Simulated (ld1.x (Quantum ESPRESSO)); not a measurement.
# A PAW potential for ruthenium, from input to tests

Task: generate the file, and judge it by its errors in other configurations, its logarithmic derivatives, its ghosts and its cutoff.

Program: ld1.x (Quantum ESPRESSO) 7.5. Reference atom: PBE, scalar-relativistic, spherical and spin-unpolarised. All values are calculated.

## Step 1: The design

Typed settings, in words:

```json
{
 "element": "ruthenium (Ru, Z = 44)",
 "type": "PAW",
 "frozen core": "[Kr]",
 "valence charge": "8",
 "reference configuration": "4d7 5s0 5p0 (charge +1)",
 "partial waves": "5s (bound, empty): rcut 1.55, rcutus 2.05 bohr; 5s channel at -0.45 Ry: rcut 1.55, rcutus 2.05 bohr; 5p (bound, empty): rcut 3.10, rcutus 3.30 bohr; 5p channel at 2.85 Ry: rcut 3.10, rcutus 3.30 bohr; 4d (bound): rcut 1.55, rcutus 2.05 bohr; 4d channel at 0.55 Ry: rcut 1.55, rcutus 2.05 bohr",
 "local potential": "all-electron potential smoothed inside 2.75 bohr (lloc = -1)",
 "core correction": "Bessel-smoothed model core inside 2.05 bohr",
 "augmentation charge": "BESSEL, radius 1.65 bohr"
}
```

## Step 2: Generating the potential

Input file Ru.in:

```
 &input
   title='Ru', zed=44., rel=1, dft='PBE', iswitch=3,
   config='[Kr] 4d7 5s0 5p0',
   nld=3, rlderiv=3.60, eminld=-3.0, emaxld=5.0, deld=0.02
 /
 &inputp
   pseudotype=3, lpaw=.true., tm=.true., lloc=-1, rcloc=2.75,
   nlcc=.true., new_core_ps=.true., rcore=2.05,
   which_augfun='BESSEL', rmatch_augfun=1.65,
   file_pseudopw='Ru.UPF', file_wfcaegen='ae.wfc', file_wfcncgen='nc.wfc', file_beta='beta', file_chi='chi', file_wfcusgen='us.wfc'
 /
6
5S  1  0   0.00   0.00  1.55  2.05  0.0
5S  1  0   0.00  -0.45  1.55  2.05  0.0
5P  2  1   0.00   0.00  3.10  3.30  0.0
5P  2  1   0.00   2.85  3.10  3.30  0.0
4D  3  2   7.00   0.00  1.55  2.05  0.0
4D  3  2   0.00   0.55  1.55  2.05  0.0
 &test
   configts(1)='4d7 5s0 5p0'
 /
```

On the command line:

```
$ ld1.x < Ru.in > Ru.out
```

Output in Ru.out (without the banner and most projector matrices):

```text
     Program LD1 v.7.5
     --------------------------- All-electron run ----------------------------

     Ru
     scalar relativistic calculation

     atomic number is 44.00
     dft =PBE   lsd =0 sic =0 latt =0  beta=0.20 tr2=1.0E-14
     Exchange-correlation= PBE
                           (   1   4   3   4   0   0   0)
     mesh =1233 r(mesh) = 101.06970 a.u. xmin = -7.00 dx = 0.01250
     1 Ry =  13.60569312 eV, c = 137.03599908

     n l     nl                  e(Ry)          e(Ha)          e(eV)
     1 0     1S 1( 2.00)     -1612.9276      -806.4638    -21944.9979
     2 0     2S 1( 2.00)      -232.3617      -116.1809     -3161.4426
     2 1     2P 1( 6.00)      -208.1583      -104.0792     -2832.1381
     3 0     3S 1( 2.00)       -41.3618       -20.6809      -562.7566
     3 1     3P 1( 6.00)       -33.4077       -16.7038      -454.5347
     4 0     4S 1( 2.00)        -6.1572        -3.0786       -83.7727
     4 1     4P 1( 6.00)        -3.9581        -1.9790       -53.8525
     3 2     3D 1(10.00)       -20.6104       -10.3052      -280.4186
     4 2     4D 1( 7.00)        -0.9219        -0.4609       -12.5430
     5 0     5S 1( 0.00)        -0.7714        -0.3857       -10.4957
     5 1     5P 1( 0.00)        -0.4498        -0.2249        -6.1204

     final scf error:  1.4E-15 reached in  33 iterations

     Etot =   -9060.974636 Ry,   -4530.487318 Ha, -123280.840289 eV

     Ekin =    9369.976327 Ry,    4684.988164 Ha,  127485.022478 eV
     Encl =  -21835.090324 Ry,  -10917.545162 Ha, -297081.538259 eV
     Eh   =    3670.593462 Ry,    1835.296731 Ha,   49940.968223 eV
     Exc  =    -266.454101 Ry,    -133.227051 Ha,   -3625.292731 eV

     normalization and overlap integrals

     s(1S/1S) =  1.000000  <r> =   0.0334  <r2> =    0.0015  r(max) =   0.0216
     s(2S/2S) =  1.000000  <r> =   0.1457  <r2> =    0.0250  r(max) =   0.1229
     s(2P/2P) =  1.000000  <r> =   0.1270  <r2> =    0.0197  r(max) =   0.0981
     s(3S/3S) =  1.000000  <r> =   0.4027  <r2> =    0.1856  r(max) =   0.3600
     s(3P/3P) =  1.000000  <r> =   0.4030  <r2> =    0.1888  r(max) =   0.3555
     s(4S/4S) =  1.000000  <r> =   1.0197  <r2> =    1.1789  r(max) =   0.9193
     s(4P/4P) =  1.000000  <r> =   1.1293  <r2> =    1.4633  r(max) =   0.9785
     s(3D/3D) =  1.000000  <r> =   0.3841  <r2> =    0.1767  r(max) =   0.3022
     s(4D/4D) =  1.000000  <r> =   1.6422  <r2> =    3.3079  r(max) =   1.2102
     s(5S/5S) =  1.000000  <r> =   3.0598  <r2> =   10.6397  r(max) =   2.5943
     s(5P/5P) =  1.000000  <r> =   3.9514  <r2> =   17.8269  r(max) =   3.3311

     ------------------------ End of All-electron run ------------------------

     --------------------- Generating PAW atomic setup --------------------

      Generating local potential from pseudized AE potential:
      Matching radius rcloc =   2.7500

      Local pseudo, rcloc= 2.762 Estimated cut-off energy=     3.08 Ry

      Computing core charge for nlcc:

       r > 2.07 : true rho core
      Core charge pseudized with two Bessel functions
      Integrated core pseudo-charge :   5.36
      Wfc-us  5S rcutus= 2.046  Estimated cut-off energy=    28.32 Ry
      Wfc-us  5S rcutus= 2.046  Estimated cut-off energy=    28.63 Ry
      Wfc-us  5P rcutus= 3.290  Estimated cut-off energy=     6.90 Ry
      Wfc-us  5P rcutus= 3.290  Estimated cut-off energy=    15.29 Ry
      Wfc-us  4D rcutus= 2.046  Estimated cut-off energy=    27.80 Ry
      Wfc-us  4D rcutus= 2.046  Estimated cut-off energy=    44.91 Ry

     Required augmentation: BESSEL   radius:    1.650000
     Suggested rho cutoff for augmentation:  36.28 Ry

     Estimated PAW energy = -288.607086 Ryd

     The PAW screened D coefficients
    -0.79532    -0.98960     0.00000     0.00000     0.00000     0.00000
    -0.98960    -1.22666     0.00000     0.00000     0.00000     0.00000
     0.00000     0.00000     0.25489     0.21542     0.00000     0.00000
     0.00000     0.00000     0.21542     0.48488     0.00000     0.00000
     0.00000     0.00000     0.00000     0.00000    -1.73091    -1.23653
     0.00000     0.00000     0.00000     0.00000    -1.23653    -1.20693

     The PAW descreened D coefficients (US)
    -2.59806    -3.10291     0.00000     0.00000     0.00000     0.00000
    -3.10291    -3.70430     0.00000     0.00000     0.00000     0.00000
     0.00000     0.00000    -0.10890     0.04667     0.00000     0.00000
     0.00000     0.00000     0.04667     0.52450     0.00000     0.00000
     0.00000     0.00000     0.00000     0.00000    -0.46455    -0.56889
     0.00000     0.00000     0.00000     0.00000    -0.56889    -0.92066

     ------------------- End of pseudopotential generation -------------------

     [... the all-electron block is printed once more ...]


     Computing logarithmic derivative in   3.61315

       Warning: n=1, l=0 expected 0 nodes, found 1
       Setting wfc to zero for this iteration
       (This warning will only be printed once per wavefunction)

       Zero norm: self consistency problem; state:  2 (l=  0, j=0.0)
     Computing logarithmic derivative in   3.61315
     Computing the partial wave expansion
     R is outside the sphere for l=    0 j= 0.00
     R is outside the sphere for l=    0 j= 0.00
     R is outside the sphere for l=    1 j= 0.00
     R is outside the sphere for l=    1 j= 0.00
     R is outside the sphere for l=    2 j= 0.00
     R is outside the sphere for l=    2 j= 0.00

     ---------------------- Testing the pseudopotential ----------------------

     Ru
     scalar relativistic calculation

     atomic number is 44.00   valence charge is  8.00
     dft = SLA  PW   PBX  PBC   lsd =0 sic =0 latt =0  beta=0.20 tr2=1.0E-14
     mesh =1233 r(mesh) = 101.06970 xmin = -7.00 dx = 0.01250

     n l     nl             e AE (Ry)        e PS (Ry)    De AE-PS (Ry)
     3 2     4D   1( 7.00)       -0.92189       -0.92190        0.00000
     1 0     5S   1( 0.00)       -0.77142       -0.77142        0.00000
     2 1     5P   1( 0.00)       -0.44984       -0.44984        0.00000

     eps = 7.3E-16  iter =  3

     Etot =   -9060.974636 Ry,   -4530.487318 Ha, -123280.840289 eV
     Etotps =  -288.607088 Ry,    -144.303544 Ha,   -3926.699474 eV

     Ekin =      77.627601 Ry,      38.813801 Ha,    1056.177323 eV
     Encl =    -127.072171 Ry,     -63.536085 Ha,   -1728.904959 eV
     Ehrt =      27.291580 Ry,      13.645790 Ha,     371.320858 eV
     Ecxc =    -266.454099 Ry,    -133.227049 Ha,   -3625.292696 eV
     (Ecc =      -5.823120 Ry,      -2.911560 Ha,     -79.227585 eV)

     ---------------------- End of pseudopotential test ----------------------
```

Run time: 2.4 s. Hardware: 1 thread of Neoverse-V2, shared host. This counts the later configuration tests of the new file too.

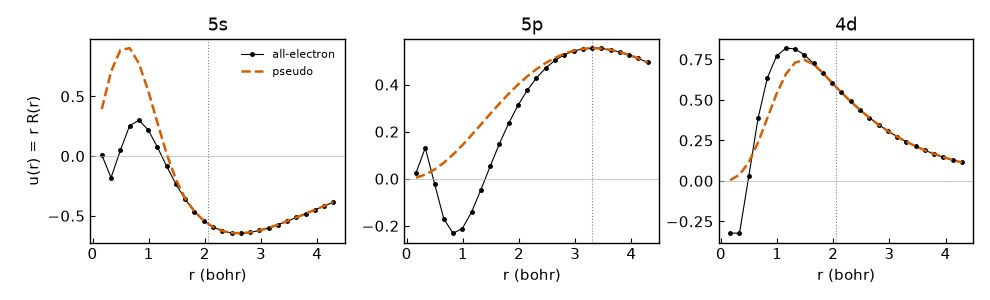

All-electron and pseudo partial waves (5s, 5p, 4d), with the matching radii dotted. The curves join 26 sampled radii, too few to resolve the innermost nodes.

## Step 3: Testing the new file in other configurations

Input file Ru.test.in:

```
 &input
   title='Ru', zed=44., rel=1, dft='PBE', iswitch=2,
   config='[Kr] 4d7 5s0 5p0'
 /
 &test
   file_pseudo='Ru.UPF', nconf=8,
   configts(1)='4d7 5s0 5p0',
   configts(2)='4d7 5s1 5p0',
   configts(3)='4d6 5s0 5p0',
   configts(4)='4d5 5s0 5p0',
   configts(5)='4d7 5s0.5 5p0',
   configts(6)='4d7 5s0 5p1',
   configts(7)='4d8 5s0 5p0',
   configts(8)='4d6 5s2 5p0'
 /
```

On the command line:

```
$ ld1.x < Ru.test.in > Ru.test.out
```

Ru.test.out, the pseudopotential blocks, each with the warnings that came before it:

```text
     Warning: n=1, l=0 expected 0 nodes, found 1
     ---------------------- Testing the pseudopotential ----------------------

     Ru
     scalar relativistic calculation

     atomic number is 44.00   valence charge is  8.00
     dft =SLA  PW   PBX  PBC   lsd =0 sic =0 latt =0  beta=0.20 tr2=1.0E-14
     mesh =1233 r(mesh) = 101.06970 xmin = -7.00 dx = 0.01250

     n l     nl             e AE (Ry)        e PS (Ry)    De AE-PS (Ry)
     3 2     4D   1( 7.00)       -0.92189       -0.92190        0.00000
     1 0     5S   1( 0.00)       -0.77142       -0.77142        0.00000
     2 1     5P   1( 0.00)       -0.44984       -0.44984        0.00000

     eps = 7.3E-16  iter =  3

     Etot =   -9060.974636 Ry,   -4530.487318 Ha, -123280.840289 eV
     Etotps =  -288.607088 Ry,    -144.303544 Ha,   -3926.699474 eV

     Ekin =      77.627601 Ry,      38.813801 Ha,    1056.177323 eV
     Encl =    -127.072171 Ry,     -63.536085 Ha,   -1728.904959 eV
     Ehrt =      27.291580 Ry,      13.645790 Ha,     371.320858 eV
     Ecxc =    -266.454099 Ry,    -133.227049 Ha,   -3625.292696 eV
     (Ecc =      -5.823120 Ry,      -2.911560 Ha,     -79.227585 eV)

     ---------------------- End of pseudopotential test ----------------------

     BEWARE! Errors in PS-KS equations
     Warning: n=2, l=1 expected 0 nodes, found 3
     Warning: n=3, l=2 expected 0 nodes, found 1
     ---------------------- Testing the pseudopotential ----------------------

     Ru
     [...]
     n l     nl             e AE (Ry)        e PS (Ry)    De AE-PS (Ry)
     3 2     4D   1( 7.00)       -0.38235       -0.00000       -0.38235  !
     1 0     5S   1( 1.00)       -0.31159       -0.31159        0.00000
     2 1     5P   1( 0.00)       -0.06706       -0.06706        0.00000

     eps = 1.9E-15  iter = 54

     Etot =   -9061.510603 Ry,   -4530.755302 Ha, -123288.132501 eV
     Etotps =  -255.999915 Ry,    -127.999958 Ha,   -3483.056284 eV
     dEtot_ae =      -0.535968 Ry
     dEtot_ps =      32.607173 Ry,   Delta E=     -33.143141 Ry

     [...]
     ---------------------- End of pseudopotential test ----------------------

     ---------------------- Testing the pseudopotential ----------------------

     Ru
     [...]
     n l     nl             e AE (Ry)        e PS (Ry)    De AE-PS (Ry)
     3 2     4D   1( 6.00)       -1.77401       -1.78695        0.01294  !
     1 0     5S   1( 0.00)       -1.40128       -1.40128        0.00000
     2 1     5P   1( 0.00)       -0.98924       -0.99146        0.00222

     eps = 2.3E-16  iter = 10

     Etot =   -9059.637961 Ry,   -4529.818980 Ha, -123262.653900 eV
     Etotps =  -287.265169 Ry,    -143.632584 Ha,   -3908.441732 eV
     dEtot_ae =       1.336675 Ry
     dEtot_ps =       1.341919 Ry,   Delta E=      -0.005244 Ry

     [...]
     ---------------------- End of pseudopotential test ----------------------

     ---------------------- Testing the pseudopotential ----------------------

     Ru
     [...]
     n l     nl             e AE (Ry)        e PS (Ry)    De AE-PS (Ry)
     3 2     4D   1( 5.00)       -2.74533       -2.78844        0.04311  !
     1 0     5S   1( 0.00)       -2.11289       -2.11289        0.00000
     2 1     5P   1( 0.00)       -1.61922       -1.63267        0.01345  !

     eps = 1.5E-15  iter =  9

     Etot =   -9057.387242 Ry,   -4528.693621 Ha, -123232.031306 eV
     Etotps =  -284.987844 Ry,    -142.493922 Ha,   -3877.457156 eV
     dEtot_ae =       3.587394 Ry
     dEtot_ps =       3.619244 Ry,   Delta E=      -0.031850 Ry

     [...]
     ---------------------- End of pseudopotential test ----------------------

     BEWARE! Errors in PS-KS equations
     ---------------------- Testing the pseudopotential ----------------------

     Ru
     [...]
     n l     nl             e AE (Ry)        e PS (Ry)    De AE-PS (Ry)
     3 2     4D   1( 7.00)       -0.64088       -0.92190        0.28101  !
     1 0     5S   1( 0.50)       -0.53337       -0.53337        0.00000
     2 1     5P   1( 0.00)       -0.24815       -0.32259        0.07444  !

     eps = 7.2E-15  iter = 17

     Etot =   -9061.300168 Ry,   -4530.650084 Ha, -123285.269375 eV
     Etotps =  -288.873772 Ry,    -144.436886 Ha,   -3930.327887 eV
     dEtot_ae =      -0.325532 Ry
     dEtot_ps =      -0.266683 Ry,   Delta E=      -0.058848 Ry

     [...]
     ---------------------- End of pseudopotential test ----------------------

     ---------------------- Testing the pseudopotential ----------------------

     Ru
     [...]
     n l     nl             e AE (Ry)        e PS (Ry)    De AE-PS (Ry)
     3 2     4D   1( 7.00)       -0.49723       -0.49759        0.00036
     1 0     5S   1( 0.00)       -0.39102       -0.39102        0.00000
     2 1     5P   1( 1.00)       -0.12647       -0.12651        0.00004

     eps = 3.1E-15  iter = 14

     Etot =   -9061.256214 Ry,   -4530.628107 Ha, -123284.671360 eV
     Etotps =  -288.888767 Ry,    -144.444384 Ha,   -3930.531914 eV
     dEtot_ae =      -0.281579 Ry
     dEtot_ps =      -0.281679 Ry,   Delta E=       0.000101 Ry

     [...]
     ---------------------- End of pseudopotential test ----------------------

     ---------------------- Testing the pseudopotential ----------------------

     Ru
     [...]
     n l     nl             e AE (Ry)        e PS (Ry)    De AE-PS (Ry)
     3 2     4D   1( 8.00)       -0.23162       -0.23043       -0.00119
     1 0     5S   1( 0.00)       -0.24960       -0.24960        0.00000
     2 1     5P   1( 0.00)       -0.03818       -0.03900        0.00082

     eps = 7.4E-15  iter = 10

     Etot =   -9061.535057 Ry,   -4530.767529 Ha, -123288.465213 eV
     Etotps =  -289.166240 Ry,    -144.583120 Ha,   -3934.307119 eV
     dEtot_ae =      -0.560422 Ry
     dEtot_ps =      -0.559152 Ry,   Delta E=      -0.001270 Ry

     [...]
     ---------------------- End of pseudopotential test ----------------------

     BEWARE! Errors in PS-KS equations
     ---------------------- Testing the pseudopotential ----------------------

     Ru
     [...]
     n l     nl             e AE (Ry)        e PS (Ry)    De AE-PS (Ry)
     3 2     4D   1( 6.00)       -0.56373       -1.01945        0.45572  !
     1 0     5S   1( 2.00)       -0.38127       -0.38127        0.00000
     2 1     5P   1( 0.00)       -0.09996       -0.09996        0.00000

     eps = 8.1E-15  iter = 12

     Etot =   -9061.385604 Ry,   -4530.692802 Ha, -123286.431803 eV
     Etotps =  -262.567585 Ry,    -131.283793 Ha,   -3572.413992 eV
     dEtot_ae =      -0.410969 Ry
     dEtot_ps =      26.039503 Ry,   Delta E=     -26.450471 Ry

     [...]
     ---------------------- End of pseudopotential test ----------------------
```

3 tests gave no usable energy difference (4d7 5s1 5p0; 4d7 5s0.5 5p0; 4d6 5s2 5p0).

Energies count from the reference configuration 4d7 5s0 5p0; the error is all-electron less pseudo.

| valence configuration | charge | ΔE all-electron (eV) | error AE − PS (meV) |
| --- | --- | --- | --- |
| 4d6 5s0 5p0 | +2 | 18.186 | -71 |
| 4d5 5s0 5p0 | +3 | 48.809 | -433 |
| 4d7 5s0 5p1 | 0 | -3.831 | +1.4 |
| 4d8 5s0 5p0 | 0 | -7.625 | -17 |

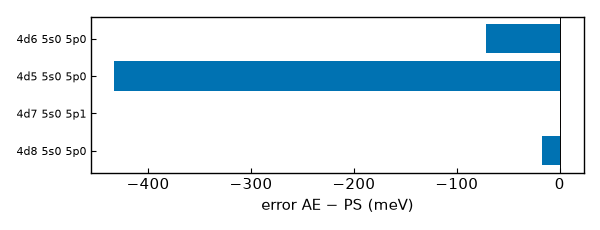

Error of the potential in each test configuration.

## Step 4: Scattering by logarithmic derivatives

Taken from the files of the generation run. The phase is arctan(r·u′/u) with u = r·R, unwrapped, with energies in Ry. A pole is an energy at which the radial function vanishes at the test radius. The pseudo phase is shifted by a multiple of π to meet the all-electron one at the reference energy. Levels narrower than the energy grid can be missing from the poles. The last column is the largest difference on the grid between −1 and +1 Ry.

```tsv
channel	radius (bohr)	reference (Ry)	poles AE	poles PS	window around the reference with phases within 0.05 rad (Ry)	largest difference near zero (rad)
s	3.61	-0.77	-0.18, 4.02	-0.18, 4.06	the whole range	0.000
p	3.61	-0.45	0.55, 4.93	0.55, 4.61	below 5.0	0.002
d	3.61	-0.92	-0.86, 1.98	-0.86, 1.99	below 3.8	0.000
```

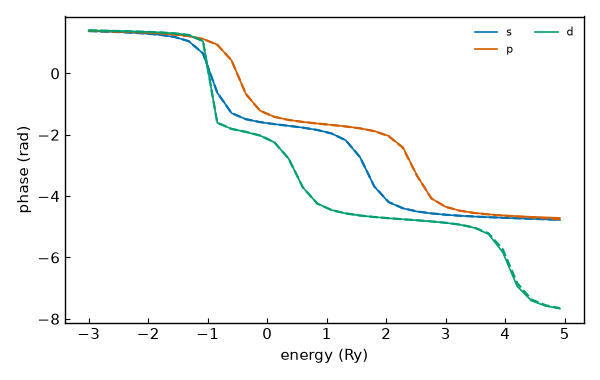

Phases by channel: all-electron solid, pseudo dashed.

## Step 5: Cutoff and ghost test in a Bessel basis

A separate test, outside the generator: the pseudo-atom's Hamiltonian at the reference potential is diagonalised in spherical Bessel functions j_l(qr) that vanish at 20 bohr, with q² up to the cutoff.

All-electron valence levels (Ry): 5s -0.7714, 5p -0.4498, 4d -0.9219. The lowest levels of each channel (Ry) by cutoff; the last column sums, over occupied levels, occupation times the distance from the level at 400 Ry. A positive value at high cutoff is not a bound level.

| cutoff (Ry) | s #1 | s #2 | p #1 | d #1 | f #1 | Σ f·Δε (mRy) |
| --- | --- | --- | --- | --- | --- | --- |
| 8 | -0.9267 | -0.2340 | -0.4498 | -0.6410 | -0.0511 | 1966.2 |
| 12 | -0.9806 | -0.2427 | -0.4498 | -0.8307 | -0.0511 | 638.8 |
| 15 | -1.5172 | -0.3733 | -0.4499 | -0.8776 | -0.0511 | 310.5 |
| 21 | -5.2828 | -0.7657 | -0.4499 | -0.9184 | -0.0511 | 24.8 |
| 25 | -5.3732 | -0.7702 | -0.4499 | -0.9210 | -0.0511 | 6.4 |
| 35 | -5.4147 | -0.7710 | -0.4499 | -0.9216 | -0.0511 | 2.4 |
| 40 | -5.4329 | -0.7713 | -0.4499 | -0.9218 | -0.0511 | 0.8 |
| 50 | -5.4353 | -0.7714 | -0.4499 | -0.9219 | -0.0511 | 0.3 |
| 400 | -5.4415 | -0.7714 | -0.4499 | -0.9219 | -0.0511 | 0.0 |

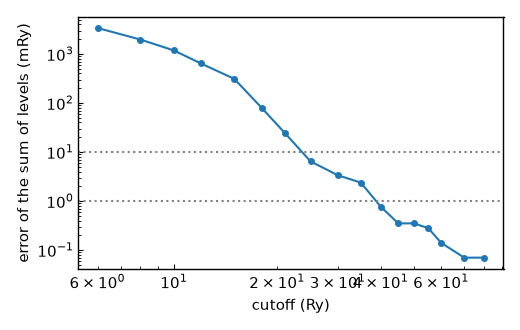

Occupation-weighted error of the valence levels against the cutoff; the dotted lines mark 10 and 1 mRy.

The sum stays within 10 mRy from 25 Ry and within 1 mRy from 40 Ry. The sum leaves out empty levels, which can need more. Ghost test: ghost state, bound below the all-electron valence or empty levels of the same l: s at -74.0 eV.

## Step 6: Outcome

| quantity | value |
| --- | --- |
| cutoffs for 10 and 1 mRy, occupied levels | 25 Ry and 40 Ry |
| bound ghosts | s at -74.04 eV |
| largest test error (AE − PS) | -433 meV, for 4d5 5s0 5p0 (3 tests unsolved) |
| largest phase difference near zero energy, channels read | 0.002 rad |
| lowest eigenvalue of the overlap (Bessel basis) | 0.020 (s) |

What this shows: A bound ghost (s) makes it unfit for use: electrons can fall into a state that the atom doesn't have. By total energies transferability is poor: the largest error is 433 meV on 48.8 eV, for 4d5 5s0 5p0. That test lies far up in energy; among those under 40 eV, nearer to bonding, the largest error is 71 meV. Of the tests 3 gave no usable energy difference, which is a warning in itself. It counts as soft on the atom at that tolerance, with 25 Ry needed at the looser tolerance. Near zero energy the phases of the channels with partial waves agree within 0.002 rad. All of this concerns the isolated atom, not yet a solid.
